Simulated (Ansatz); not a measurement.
# Calculations on BSiH5Cl2

Part 1: Relaxation

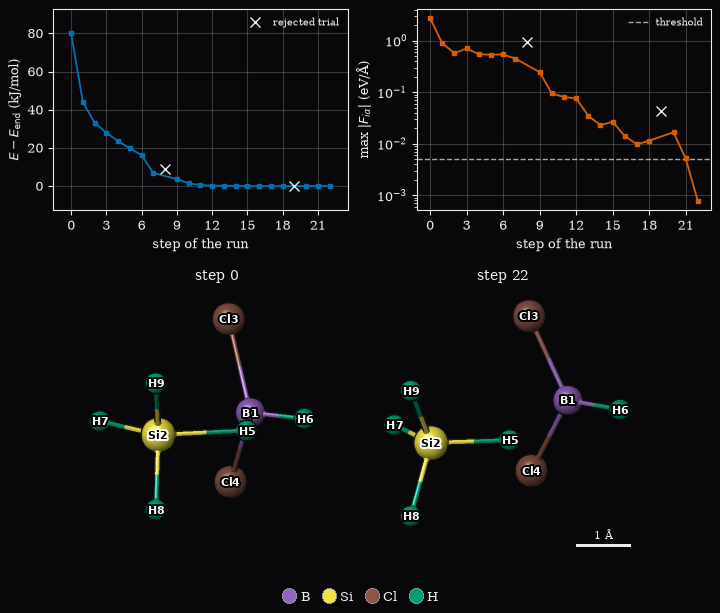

First and last geometry of a relaxation of BSiH5Cl2 (started from a transition state, displaced along its imaginary mode), with the history of the run. A ball-and-stick model, seen from a free direction.

The calculation used Ansatz 0.2.0, RKS PBE0-D4/def2-TZVP.

Input file:
```yaml
crystal:
  periodic: [false, false, false]
  atoms:
    - {symbol: B, position_ang: [-0.820628, -0.173022, -0.781841]}
    - {symbol: Si, position_ang: [0.783403, 0.176481, 0.788381]}
    - {symbol: Cl, position_ang: [-0.113049, -1.699711, -1.521107]}
    - {symbol: Cl, position_ang: [-0.660850, 1.418572, -1.675918]}
    - {symbol: H, position_ang: [-0.828250, -0.129278, 0.490301]}
    - {symbol: H, position_ang: [-1.845343, -0.341010, -0.363242]}
    - {symbol: H, position_ang: [1.919656, 0.335683, -0.155143]}
    - {symbol: H, position_ang: [0.581147, 1.414836, 1.567868]}
    - {symbol: H, position_ang: [0.983813, -1.002452, 1.650603]}
basis:
  gaussian: {orbitals: def2-TZVP}
hamiltonian: {xc: pbe0, dispersion: d4}
relax: {f_tol: 0.005, max_steps: 200}
```

### Did the run converge, and what did it change?

It converged. After 20 accepted moves (22 points after the start) the energy has fallen by 80.1 kJ/mol. The largest force component goes from 2.8 to 0.00077 eV/Å. The line search rejected the trial steps at points 8, 19 of the run. The atom that moves furthest after the best rigid fit is B1 (1.00 Å). By element the largest moves are B 1.00 Å, H 0.82 Å, Si 0.61 Å, Cl 0.56 Å. Some distances before and after: B1–H5 1.273 → 2.848 Å, B1–Si2 2.272 → 3.829 Å, Si2–Cl4 3.115 → 4.124 Å, Si2–Cl3 3.108 → 4.103 Å. Bonds break, among them: B1–H5 (1.27 → 2.85 Å). Bond angles that change, for instance: H5–Si2–H7 130.2° → 109.2°, H5–Si2–H9 95.1° → 109.1°, H5–Si2–H8 96.6° → 109.1°.

Part 2: Relaxation

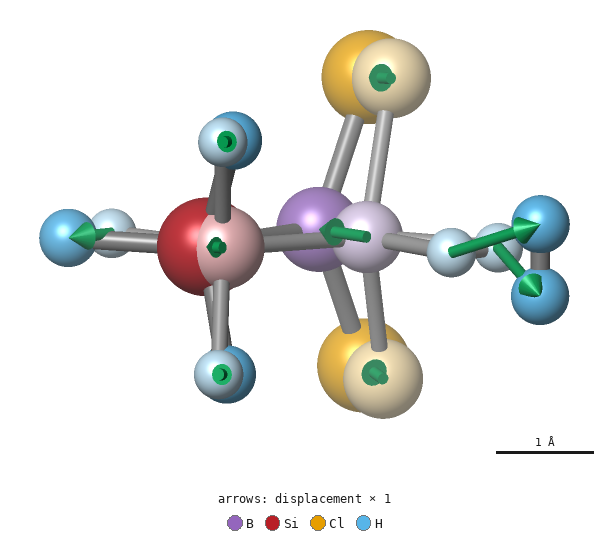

A relaxation of BSiH5Cl2 (started from a transition state, displaced along its imaginary mode). The starting structure is drawn faded, the final one solid; green arrows show the displacements, at their true length. The two geometries are superimposed by the best rigid fit.

Style: ball-and-stick. Shown at a tilt.

Level of theory: RKS PBE0-D4/def2-TZVP in Ansatz. (force threshold 0.005 eV/Å; at most 200 steps)

Describe the change and its energy.

The atom that moves furthest after the best rigid fit is an H atom (1.19 Å). By element the largest moves are H 1.19 Å, B 0.73 Å, Cl 0.46 Å, Si 0.23 Å. Among the contacts that change: B–H 1.439 → 3.207 Å, B–H 1.490 → 3.202 Å, B–Cl 1.808 → 1.744 Å, B–Si 1.958 → 2.019 Å. Bonds break, among them: B–H (1.44 → 3.21 Å). Bond angles that change, for instance: B–Si–H 100.0° → 107.7°, Si–B–Cl 114.5° → 120.7°, B–Si–H 113.9° → 110.8°. After 48 accepted moves (57 points after the start) the energy has fallen by 0.769 eV. The largest force component goes from 2.5 to 0.0012 eV/Å. The line search rejected the trial steps at points 11, 18, 21, 27, 29, 31, 37, 39 and more of the run. The forces were under the threshold at step 38, but the run went on from there.

Part 3: Reaction

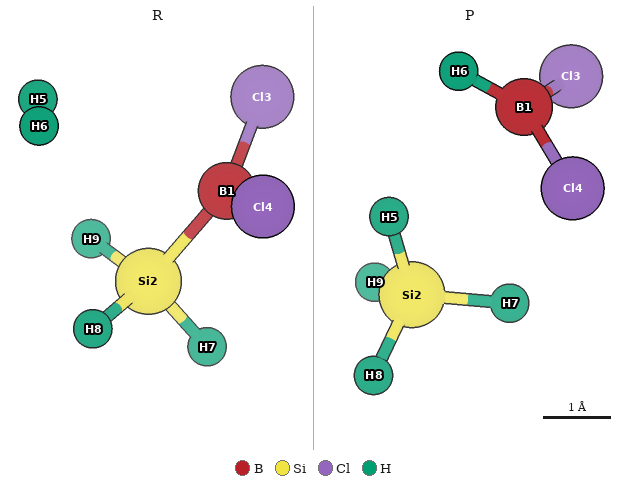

Reactant (R) and product (P) of one elementary step of BSiH₅Cl₂. A ball-and-stick model, seen from a free direction.

Stationary points at PBE0-D4/def2-TZVP, single-point energies with CCSD(T)/CBS, r2SCAN0-D4, B2PLYP, CCSD(T) (def2-TZVPP where no basis is named; Ansatz 0.2.0). The energies are electronic, without zero-point or thermal terms, and both ends are the relaxed geometries reached downhill from the saddle, with any fragments still in contact. CCSD(T)/CBS stands for a frozen-core estimate: MP2 correlation extrapolated from def2-TZVPP and def2-QZVPP, CCSD(T) minus MP2 from the smaller set.

> Predict the saddle point between them and the barrier.

Counted by bonded pieces, R holds H₂ + SiBH₃Cl₂ and P holds BHCl₂ + SiH₄. From R over the saddle to P, bonds form: B1–H6 (3.20 → 1.30 → 1.19 Å), Si2–H5 (3.51 → 2.02 → 1.49 Å). Bonds break: B1–Si2 (2.02 → 2.11 → 3.83 Å), H5–H6 (0.75 → 1.02 → 2.85 Å). The saddle has one imaginary mode, 827i cm⁻¹. The end P keeps a soft imaginary mode of 30i cm⁻¹, so it isn't quite a minimum. With CCSD(T)/CBS the barrier is 23.0 kcal/mol from R and 32.4 kcal/mol from P, and P lies 9.3 kcal/mol below R.

```csv
level,barrier from R (kcal/mol),barrier from P (kcal/mol),P less R (kcal/mol)
CCSD(T)/CBS,23.0,32.4,−9.3
r2SCAN0-D4,19.2,28.8,−9.6
B2PLYP,24.0,34.9,−10.9
CCSD(T),24.1,34.4,−10.3
```

Against CCSD(T)/CBS, B2PLYP comes closest on the barrier from R (+1.0 kcal/mol) and r2SCAN0-D4 misses most (−3.9 kcal/mol).

The saddle point in the same view, with dashed sticks for the bonds that form or break:

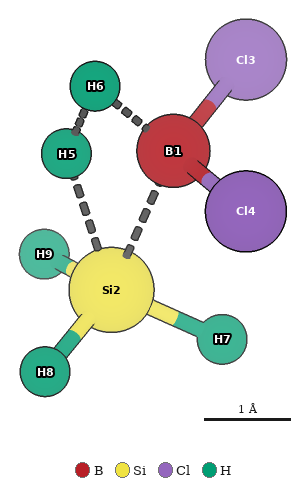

Limits of the set-up: the start holds two separate molecules, 3.2 Å apart at their closest, whose relative position is a soft coordinate.
